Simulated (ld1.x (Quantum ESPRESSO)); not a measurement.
**Indium: generating and testing a PAW potential**

Task: generate the file, and judge it by its errors in other configurations, its logarithmic derivatives, its ghosts and its cutoff.

Program: ld1.x (Quantum ESPRESSO) 7.5. Reference atom: LDA (PZ), scalar-relativistic, spherical and spin-unpolarised. All values are calculated.

### Step 1. The atom and the settings

The settings as typed:

```
element                 : indium (In, Z = 49)
type                    : PAW
frozen core             : [Kr]
valence charge          : 13
reference configuration : 4d10 5s1 5p0 (charge +2)
partial waves           : 5s (bound): rcut 1.55, rcutus 2.10 bohr; 5s channel at -0.7 Ry: rcut 1.55, rcutus 2.10 bohr; 5p (bound, empty): rcut 1.45, rcutus 2.00 bohr; 5p channel at -0.8 Ry: rcut 1.45, rcutus 2.00 bohr; 4d (bound): rcut 0.95, rcutus 1.15 bohr; 4d channel at -1.55 Ry: rcut 0.95, rcutus 1.15 bohr
local potential         : all-electron potential smoothed inside 1.10 bohr (lloc = -1)
core correction         : Bessel-smoothed model core, default radius (core density twice the valence density)
augmentation charge     : PSQ, inside the norm-conserving radii
```

An earlier all-electron run gives the scale for the radii.

All-electron outer shells of the reference configuration (LDA (PZ), scalar-relativistic, ld1.x):

```csv
shell,level (eV),outermost node (bohr),outermost maximum (bohr)
4p,-96.25,0.42,0.82
4d,-36.76,0.40,0.94
5s,-24.13,1.02,2.03
5p,-16.53,1.13,2.42
4f,-4.09,–,5.59
```

### Step 2. Generation

The input, In.in:

```
 &input
   title='In', zed=49., rel=1, dft='PZ', iswitch=3,
   config='[Kr] 4d10 5s1 5p0',
   nld=3, rlderiv=2.30, eminld=-5.0, emaxld=5.0, deld=0.02
 /
 &inputp
   pseudotype=3, lpaw=.true., tm=.true., lloc=-1, rcloc=1.10,
   nlcc=.true., new_core_ps=.true.,
   which_augfun='PSQ', rmatch_augfun_nc=.true.,
   file_pseudopw='In.UPF', file_wfcaegen='ae.wfc', file_wfcncgen='nc.wfc', file_beta='beta', file_chi='chi', file_wfcusgen='us.wfc'
 /
6
5S  1  0   1.00   0.00  1.55  2.10  0.0
5S  1  0   0.00  -0.70  1.55  2.10  0.0
5P  2  1   0.00   0.00  1.45  2.00  0.0
5P  2  1   0.00  -0.80  1.45  2.00  0.0
4D  3  2  10.00   0.00  0.95  1.15  0.0
4D  3  2   0.00  -1.55  0.95  1.15  0.0
 &test
   configts(1)='4d10 5s1 5p0'
 /
```

Started as:

```
$ ld1.x < In.in > In.out
```

The output, In.out (without the banner and most projector matrices):

```text
     Program LD1 v.7.5
     --------------------------- All-electron run ----------------------------

     In
     scalar relativistic calculation

     atomic number is 49.00
     dft =PZ   lsd =0 sic =0 latt =0  beta=0.20 tr2=1.0E-14
     Exchange-correlation= PZ
                           (   1   1   0   0   0   0   0)
     mesh =1241 r(mesh) = 100.30140 a.u. xmin = -7.00 dx = 0.01250
     1 Ry =  13.60569312 eV, c = 137.03599908

     n l     nl                  e(Ry)          e(Ha)          e(eV)
     1 0     1S 1( 2.00)     -2038.8180     -1019.4090    -27739.5316
     2 0     2S 1( 2.00)      -306.4729      -153.2364     -4169.7758
     2 1     2P 1( 6.00)      -275.3853      -137.6926     -3746.8078
     3 0     3S 1( 2.00)       -59.2012       -29.6006      -805.4736
     3 1     3P 1( 6.00)       -49.0198       -24.5099      -666.9486
     4 0     4S 1( 2.00)       -10.1185        -5.0593      -137.6697
     4 1     4P 1( 6.00)        -7.0743        -3.5372       -96.2514
     3 2     3D 1(10.00)       -33.1634       -16.5817      -451.2112
     4 2     4D 1(10.00)        -2.7015        -1.3507       -36.7553
     5 0     5S 1( 1.00)        -1.7733        -0.8867       -24.1274
     5 1     5P 1( 0.00)        -1.2148        -0.6074       -16.5277

     final scf error:  7.2E-15 reached in  21 iterations

     Etot =  -11751.034986 Ry,   -5875.517493 Ha, -159880.975900 eV

     Ekin =   12245.189853 Ry,    6122.594927 Ha,  166604.295373 eV
     Encl =  -28361.487857 Ry,  -14180.743928 Ha, -385877.700291 eV
     Eh   =    4672.836963 Ry,    2336.418482 Ha,   63577.185733 eV
     Exc  =    -307.573946 Ry,    -153.786973 Ha,   -4184.756715 eV

     normalization and overlap integrals

     s(1S/1S) =  1.000000  <r> =   0.0297  <r2> =    0.0012  r(max) =   0.0192
     s(2S/2S) =  1.000000  <r> =   0.1286  <r2> =    0.0195  r(max) =   0.1090
     s(2P/2P) =  1.000000  <r> =   0.1122  <r2> =    0.0154  r(max) =   0.0870
     s(3S/3S) =  1.000000  <r> =   0.3492  <r2> =    0.1395  r(max) =   0.3153
     s(3P/3P) =  1.000000  <r> =   0.3476  <r2> =    0.1402  r(max) =   0.3075
     s(4S/4S) =  1.000000  <r> =   0.8475  <r2> =    0.8139  r(max) =   0.7658
     s(4P/4P) =  1.000000  <r> =   0.9211  <r2> =    0.9714  r(max) =   0.8152
     s(3D/3D) =  1.000000  <r> =   0.3246  <r2> =    0.1252  r(max) =   0.2581
     s(4D/4D) =  1.000000  <r> =   1.1673  <r2> =    1.6249  r(max) =   0.9354
     s(5S/5S) =  1.000000  <r> =   2.3217  <r2> =    6.0684  r(max) =   2.0303
     s(5P/5P) =  1.000000  <r> =   2.7994  <r2> =    8.8532  r(max) =   2.4186

     ------------------------ End of All-electron run ------------------------

     --------------------- Generating PAW atomic setup --------------------

      Generating local potential from pseudized AE potential:
      Matching radius rcloc =   1.1000

      Local pseudo, rcloc= 1.087 Estimated cut-off energy=    20.70 Ry

      Computing core charge for nlcc:

       r > 0.68 : true rho core
      Core charge pseudized with two Bessel functions
      Integrated core pseudo-charge :  13.50
      Wfc-us  5S rcutus= 2.082  Estimated cut-off energy=    10.35 Ry
      Wfc-us  5S rcutus= 2.082  Estimated cut-off energy=    12.03 Ry
      Wfc-us  5P rcutus= 1.980  Estimated cut-off energy=    18.01 Ry
      Wfc-us  5P rcutus= 1.980  Estimated cut-off energy=    18.46 Ry
      Wfc-us  4D rcutus= 1.142  Estimated cut-off energy=    87.16 Ry
      Wfc-us  4D rcutus= 1.142  Estimated cut-off energy=    90.31 Ry

     Required augmentation: PSQ   radius:    2.100000

     Q pseudized with Bessel functions
     Expected ecutrho=     436.9939 due to l1=  2   l2=  2

     Estimated PAW energy = -398.242454 Ryd

     The PAW screened D coefficients
     2.16694     1.94888     0.00000     0.00000     0.00000     0.00000
     1.94888     1.75605     0.00000     0.00000     0.00000     0.00000
     0.00000     0.00000     0.33248     0.41325     0.00000     0.00000
     0.00000     0.00000     0.41325     0.51237     0.00000     0.00000
     0.00000     0.00000     0.00000     0.00000     0.56609     0.39247
     0.00000     0.00000     0.00000     0.00000     0.39247     0.27513

     The PAW descreened D coefficients (US)
     2.56562     2.17135     0.00000     0.00000     0.00000     0.00000
     2.17135     1.83609     0.00000     0.00000     0.00000     0.00000
     0.00000     0.00000     1.67515     1.94597     0.00000     0.00000
     0.00000     0.00000     1.94597     2.26069     0.00000     0.00000
     0.00000     0.00000     0.00000     0.00000     0.95336     0.69840
     0.00000     0.00000     0.00000     0.00000     0.69840     0.51518

     ------------------- End of pseudopotential generation -------------------

     [... the all-electron block is printed once more ...]


     Computing logarithmic derivative in   2.28633
     Computing logarithmic derivative in   2.28633
     Computing the partial wave expansion
     R is outside the sphere for l=    0 j= 0.00
     R is outside the sphere for l=    0 j= 0.00
     R is outside the sphere for l=    1 j= 0.00
     R is outside the sphere for l=    1 j= 0.00
     R is outside the sphere for l=    2 j= 0.00
     R is outside the sphere for l=    2 j= 0.00

     ---------------------- Testing the pseudopotential ----------------------

     In
     scalar relativistic calculation

     atomic number is 49.00   valence charge is 13.00
     dft = SLA  PZ   NOGX NOGC   lsd =0 sic =0 latt =0  beta=0.20 tr2=1.0E-14
     mesh =1241 r(mesh) = 100.30140 xmin = -7.00 dx = 0.01250

     n l     nl             e AE (Ry)        e PS (Ry)    De AE-PS (Ry)
     3 2     4D   1(10.00)       -2.70146       -2.70150        0.00003
     1 0     5S   1( 1.00)       -1.77333       -1.77334        0.00001
     2 1     5P   1( 0.00)       -1.21476       -1.21476        0.00000

     eps = 2.7E-18  iter =  4

     Etot =  -11751.034986 Ry,   -5875.517493 Ha, -159880.975900 eV
     Etotps =  -398.242625 Ry,    -199.121313 Ha,   -5418.366949 eV

     Ekin =     219.651371 Ry,     109.825686 Ha,    2988.509149 eV
     Encl =    -397.857401 Ry,    -198.928701 Ha,   -5413.125705 eV
     Ehrt =      87.537300 Ry,      43.768650 Ha,    1191.005637 eV
     Ecxc =    -307.573895 Ry,    -153.786948 Ha,   -4184.756030 eV
     (Ecc =     -29.981054 Ry,     -14.990527 Ha,    -407.913018 eV)

     ---------------------- End of pseudopotential test ----------------------
```

Wall time 3.6 s (1 thread, shared host). This counts the later configuration tests of the new file too.

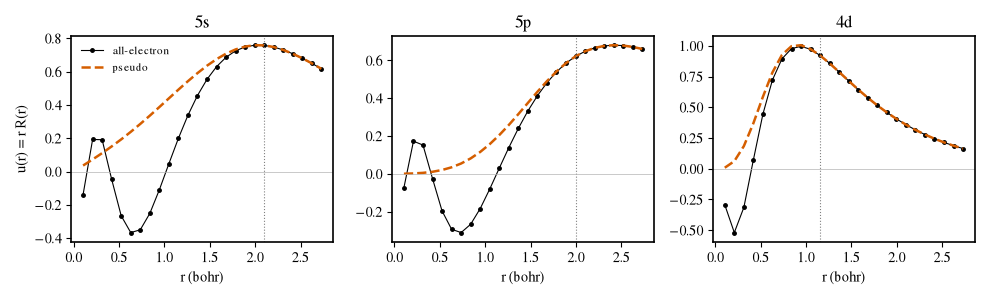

Bound waves of the atom and their pseudo partners (5s, 5p, 4d), with the matching radii dotted. The curves join 26 sampled radii, too few to resolve the innermost nodes.

### Step 3. Configuration tests

The input, In.test.in:

```
 &input
   title='In', zed=49., rel=1, dft='PZ', iswitch=2,
   config='[Kr] 4d10 5s1 5p0'
 /
 &test
   file_pseudo='In.UPF', nconf=10,
   configts(1)='4d10 5s1 5p0',
   configts(2)='4d10 5s2 5p1',
   configts(3)='4d10 5s2 5p0',
   configts(4)='4d10 5s0 5p0',
   configts(5)='4d9 5s2 5p1',
   configts(6)='4d10 5s1 5p1',
   configts(7)='4d10 5s0 5p3',
   configts(8)='4d9 5s2 5p2',
   configts(9)='4d10 5s1 5p0', lsdts(9)=1,
   configts(10)='4d10 5s2 5p1', lsdts(10)=1
 /
```

Started as:

```
$ ld1.x < In.test.in > In.test.out
```

In.test.out, the pseudopotential blocks:

```text
     ---------------------- Testing the pseudopotential ----------------------

     In
     scalar relativistic calculation

     atomic number is 49.00   valence charge is 13.00
     dft =SLA  PZ   NOGX NOGC   lsd =0 sic =0 latt =0  beta=0.20 tr2=1.0E-14
     mesh =1241 r(mesh) = 100.30140 xmin = -7.00 dx = 0.01250

     n l     nl             e AE (Ry)        e PS (Ry)    De AE-PS (Ry)
     3 2     4D   1(10.00)       -2.70146       -2.70150        0.00003
     1 0     5S   1( 1.00)       -1.77333       -1.77334        0.00001
     2 1     5P   1( 0.00)       -1.21476       -1.21476        0.00000

     eps = 2.8E-18  iter =  4

     Etot =  -11751.034986 Ry,   -5875.517493 Ha, -159880.975900 eV
     Etotps =  -398.242625 Ry,    -199.121313 Ha,   -5418.366949 eV

     Ekin =     219.651371 Ry,     109.825686 Ha,    2988.509149 eV
     Encl =    -397.857401 Ry,    -198.928701 Ha,   -5413.125705 eV
     Ehrt =      87.537300 Ry,      43.768650 Ha,    1191.005637 eV
     Ecxc =    -307.573895 Ry,    -153.786948 Ha,   -4184.756030 eV
     (Ecc =     -29.981054 Ry,     -14.990527 Ha,    -407.913018 eV)

     ---------------------- End of pseudopotential test ----------------------

     ---------------------- Testing the pseudopotential ----------------------

     In
     [...]
     n l     nl             e AE (Ry)        e PS (Ry)    De AE-PS (Ry)
     3 2     4D   1(10.00)       -1.37525       -1.37448       -0.00076
     1 0     5S   1( 2.00)       -0.62375       -0.62368       -0.00007
     2 1     5P   1( 1.00)       -0.19867       -0.19867        0.00000

     eps = 4.8E-15  iter = 10

     Etot =  -11752.891211 Ry,   -5876.445605 Ha, -159906.231120 eV
     Etotps =  -400.099100 Ry,    -200.049550 Ha,   -5443.625580 eV
     dEtot_ae =      -1.856224 Ry
     dEtot_ps =      -1.856475 Ry,   Delta E=       0.000251 Ry

     [...]
     ---------------------- End of pseudopotential test ----------------------

     ---------------------- Testing the pseudopotential ----------------------

     In
     [...]
     n l     nl             e AE (Ry)        e PS (Ry)    De AE-PS (Ry)
     3 2     4D   1(10.00)       -1.92951       -1.92863       -0.00087
     1 0     5S   1( 2.00)       -1.12511       -1.12500       -0.00011
     2 1     5P   1( 0.00)       -0.63929       -0.63926       -0.00003

     eps = 5.1E-15  iter = 10

     Etot =  -11752.480021 Ry,   -5876.240011 Ha, -159900.636601 eV
     Etotps =  -399.687832 Ry,    -199.843916 Ha,   -5438.029993 eV
     dEtot_ae =      -1.445035 Ry
     dEtot_ps =      -1.445207 Ry,   Delta E=       0.000172 Ry

     [...]
     ---------------------- End of pseudopotential test ----------------------

     ---------------------- Testing the pseudopotential ----------------------

     In
     [...]
     n l     nl             e AE (Ry)        e PS (Ry)    De AE-PS (Ry)
     3 2     4D   1(10.00)       -3.53714       -3.53933        0.00219
     1 0     5S   1( 0.00)       -2.45427       -2.45482        0.00055
     2 1     5P   1( 0.00)       -1.82212       -1.82249        0.00037

     eps = 6.2E-15  iter =  9

     Etot =  -11748.922616 Ry,   -5874.461308 Ha, -159852.235640 eV
     Etotps =  -396.129696 Ry,    -198.064848 Ha,   -5389.619084 eV
     dEtot_ae =       2.112370 Ry
     dEtot_ps =       2.112929 Ry,   Delta E=      -0.000559 Ry

     [...]
     ---------------------- End of pseudopotential test ----------------------

     ---------------------- Testing the pseudopotential ----------------------

     In
     [...]
     n l     nl             e AE (Ry)        e PS (Ry)    De AE-PS (Ry)
     3 2     4D   1( 9.00)       -2.36191       -2.37497        0.01306  !
     1 0     5S   1( 2.00)       -1.30317       -1.30429        0.00112
     2 1     5P   1( 1.00)       -0.76367       -0.76403        0.00036

     eps = 8.4E-16  iter =  9

     Etot =  -11751.037343 Ry,   -5875.518671 Ha, -159881.007960 eV
     Etotps =  -398.239365 Ry,    -199.119683 Ha,   -5418.322591 eV
     dEtot_ae =      -0.002356 Ry
     dEtot_ps =       0.003260 Ry,   Delta E=      -0.005617 Ry

     [...]
     ---------------------- End of pseudopotential test ----------------------

     ---------------------- Testing the pseudopotential ----------------------

     In
     [...]
     n l     nl             e AE (Ry)        e PS (Ry)    De AE-PS (Ry)
     3 2     4D   1(10.00)       -2.04312       -2.04276       -0.00036
     1 0     5S   1( 1.00)       -1.19790       -1.19785       -0.00006
     2 1     5P   1( 1.00)       -0.69894       -0.69892       -0.00002

     eps = 8.2E-16  iter =  9

     Etot =  -11751.987927 Ry,   -5875.993964 Ha, -159893.941324 eV
     Etotps =  -399.195764 Ry,    -199.597882 Ha,   -5431.335061 eV
     dEtot_ae =      -0.952941 Ry
     dEtot_ps =      -0.953139 Ry,   Delta E=       0.000198 Ry

     [...]
     ---------------------- End of pseudopotential test ----------------------

     ---------------------- Testing the pseudopotential ----------------------

     In
     [...]
     n l     nl             e AE (Ry)        e PS (Ry)    De AE-PS (Ry)
     3 2     4D   1(10.00)       -1.59904       -1.59915        0.00011
     1 0     5S   1( 0.00)       -0.76078       -0.76078       -0.00000
     2 1     5P   1( 3.00)       -0.29353       -0.29353        0.00000

     eps = 2.8E-15  iter =  6

     Etot =  -11751.997290 Ry,   -5875.998645 Ha, -159894.068716 eV
     Etotps =  -399.205202 Ry,    -199.602601 Ha,   -5431.463468 eV
     dEtot_ae =      -0.962304 Ry
     dEtot_ps =      -0.962576 Ry,   Delta E=       0.000272 Ry

     [...]
     ---------------------- End of pseudopotential test ----------------------

     ---------------------- Testing the pseudopotential ----------------------

     In
     [...]
     n l     nl             e AE (Ry)        e PS (Ry)    De AE-PS (Ry)
     3 2     4D   1( 9.00)       -1.78257       -1.79484        0.01227  !
     1 0     5S   1( 2.00)       -0.77314       -0.77381        0.00067
     2 1     5P   1( 2.00)       -0.28295       -0.28297        0.00002

     eps = 7.8E-15  iter = 16

     Etot =  -11751.553474 Ry,   -5875.776737 Ha, -159888.030292 eV
     Etotps =  -398.755780 Ry,    -199.377890 Ha,   -5425.348769 eV
     dEtot_ae =      -0.518488 Ry
     dEtot_ps =      -0.513154 Ry,   Delta E=      -0.005334 Ry

     [...]
     ---------------------- End of pseudopotential test ----------------------

     ---------------------- Testing the pseudopotential ----------------------

     In
     [...]
     n l     nl             e AE (Ry)        e PS (Ry)    De AE-PS (Ry)
     3 2     4D   1( 5.00)       -2.70822       -2.70832        0.00010
     1 0     5S   1( 1.00)       -1.80209       -1.80204       -0.00005
     2 1     5P   1( 0.00)       -1.24182       -1.24179       -0.00003
     3 2     4D   2( 5.00)       -2.69051       -2.69054        0.00003
     1 0     5S   2( 0.00)       -1.73428       -1.73439        0.00011
     2 1     5P   2( 0.00)       -1.17592       -1.17599        0.00007

     eps = 7.5E-15  iter =  9

     Etot =  -11751.051448 Ry,   -5875.525724 Ha, -159881.199872 eV
     Etotps =  -398.259053 Ry,    -199.129526 Ha,   -5418.590458 eV
     dEtot_ae =      -0.016462 Ry
     dEtot_ps =      -0.016428 Ry,   Delta E=      -0.000034 Ry

     [...]
     ---------------------- End of pseudopotential test ----------------------

     ---------------------- Testing the pseudopotential ----------------------

     In
     [...]
     n l     nl             e AE (Ry)        e PS (Ry)    De AE-PS (Ry)
     3 2     4D   1( 5.00)       -1.37466       -1.37390       -0.00075
     1 0     5S   1( 1.00)       -0.63632       -0.63624       -0.00008
     2 1     5P   1( 1.00)       -0.21249       -0.21249        0.00000
     3 2     4D   2( 5.00)       -1.36940       -1.36862       -0.00077
     1 0     5S   2( 1.00)       -0.60421       -0.60415       -0.00006
     2 1     5P   2( 0.00)       -0.17747       -0.17748        0.00001

     eps = 4.8E-15  iter = 10

     Etot =  -11752.899776 Ry,   -5876.449888 Ha, -159906.347660 eV
     Etotps =  -400.107665 Ry,    -200.053833 Ha,   -5443.742110 eV
     dEtot_ae =      -1.864790 Ry
     dEtot_ps =      -1.865040 Ry,   Delta E=       0.000250 Ry

     [...]
     ---------------------- End of pseudopotential test ----------------------
```

Excitation and ionisation energies from 4d10 5s1 5p0, with the error of the potential. Spin-polarised rows fill open shells by Hund's rule and count from the unpolarised reference. The frozen-core shift comes from a second all-electron run, not shown, with the core orbitals held at their reference shape; it is that run's ΔE less the relaxed one.

```csv
valence configuration,charge,ΔE all-electron (eV),error AE − PS (meV),frozen-core shift (meV)
4d10 5s2 5p1,0,-25.255,+3.4,-2.4
4d10 5s2 5p0,+1,-19.661,+2.3,-1.7
4d10 5s0 5p0,+3,28.740,-7.6,+7.4
4d9 5s2 5p1,+1,-0.032,-76,+78
4d10 5s1 5p1,+1,-12.965,+2.7,-2.3
4d10 5s0 5p3,0,-13.093,+3.7,-3.2
4d9 5s2 5p2,0,-7.054,-73,+74
4d10 5s1 5p0 (spin-polarised),+2,-0.224,-0.5,+0.5
4d10 5s2 5p1 (spin-polarised),0,-25.372,+3.4,-2.4
```

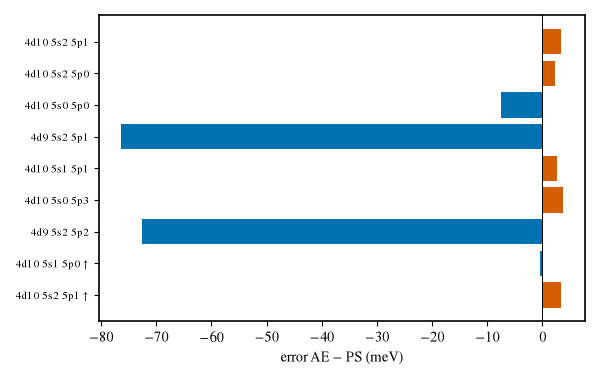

Error of the potential in each test configuration; ↑ marks spin-polarised tests.

### Step 4. Does it scatter like the atom?

Taken from the files of the generation run. The phase is arctan(r·u′/u) with u = r·R, unwrapped, with energies in Ry. A pole is an energy at which the radial function vanishes at the test radius. The pseudo phase is shifted by a multiple of π to meet the all-electron one at the reference energy. Levels narrower than the energy grid can be missing from the poles. The last column is the largest difference on the grid between −1 and +1 Ry.

| channel | radius (bohr) | reference (Ry) | poles AE | poles PS | window around the reference with phases within 0.05 rad (Ry) | largest difference near zero (rad) |
| --- | --- | --- | --- | --- | --- | --- |
| s | 2.29 | -1.77 | 0.95 | 0.95 | below 3.8 | 0.001 |
| p | 2.29 | -1.21 | 2.51 | 2.48 | the whole range | 0.001 |
| d | 2.29 | -2.70 | -2.46 | -2.46 | the whole range | 0.003 |

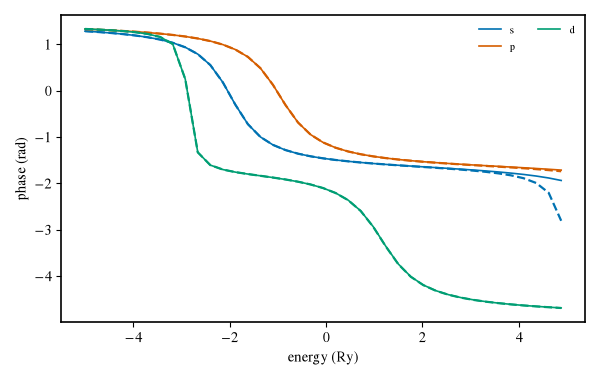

All-electron (solid) and pseudo (dashed) phases against energy.

### Step 5. Plane-wave convergence, by spherical Bessel functions

A separate test, outside the generator: the pseudo-atom's Hamiltonian at the reference potential is diagonalised in spherical Bessel functions j_l(qr) that vanish at 20 bohr, with q² up to the cutoff.

All-electron valence levels (Ry): 5s -1.7733, 5p -1.2148, 4d -2.7015. The lowest levels of each channel (Ry) by cutoff; the last column sums, over occupied levels, occupation times the distance from the level at 400 Ry. A positive value at high cutoff is not a bound level.

```csv
cutoff (Ry),s #1,s #2,p #1,p #2,d #1,f #1,Σ f·Δε (mRy)
8,-2.7277,-1.7702,-1.2543,-0.4875,-1.0217,-0.2966,16802.1
21,-27.4932,-1.7733,-6.1064,-1.2146,-1.7287,-0.2986,9728.6
40,-34.9316,-1.7733,-7.1631,-1.2148,-2.4690,-0.2992,2325.3
70,-35.9785,-1.7734,-7.4607,-1.2148,-2.6961,-0.2994,54.4
90,-36.0374,-1.7734,-7.4924,-1.2148,-2.7008,-0.2994,7.5
110,-36.0471,-1.7734,-7.5009,-1.2148,-2.7009,-0.2994,6.3
160,-36.0502,-1.7734,-7.5024,-1.2148,-2.7015,-0.2994,0.9
200,-36.0502,-1.7734,-7.5025,-1.2148,-2.7015,-0.2994,0.5
400,-36.0502,-1.7734,-7.5025,-1.2148,-2.7016,-0.2994,0.0
```

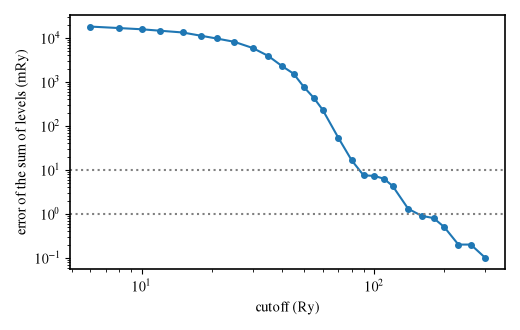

Occupation-weighted error of the valence levels against the cutoff; the dotted lines mark 10 and 1 mRy.

The sum stays within 10 mRy from 90 Ry and within 1 mRy from 160 Ry. The sum leaves out empty levels, which can need more. Ghost test: ghost states, bound below the all-electron valence or empty levels of the same l: s at -490.5 eV, p at -102.1 eV.

### Step 6. What came out

| quantity | value |
| --- | --- |
| cutoffs for 10 and 1 mRy, occupied levels | 90 Ry and 160 Ry |
| bound ghosts | s at -490.49 eV, p at -102.08 eV |
| largest test error (AE − PS), unpolarised tests | -76 meV, for 4d9 5s2 5p1 |
| largest phase difference near zero energy, channels read | 0.003 rad |
| lowest eigenvalue of the overlap (Bessel basis) | 0.218 (s) |
| density cutoff estimated by the generator | 437 Ry |

**Reading.** A bound ghost (s, p) makes it unfit for use: electrons can fall into a state that the atom doesn't have. By total energies transferability is fair: the largest error is 76 meV on 0.0 eV, for 4d9 5s2 5p1. Freezing the core accounts for most of it. By its cutoff, 90 Ry for the looser tolerance, it is hard. The slowest occupied level is 4d: taken alone it needs 90 Ry to come within 1 mRy, against 10 Ry for 5s. Near zero energy the phases of the channels with partial waves agree within 0.003 rad.
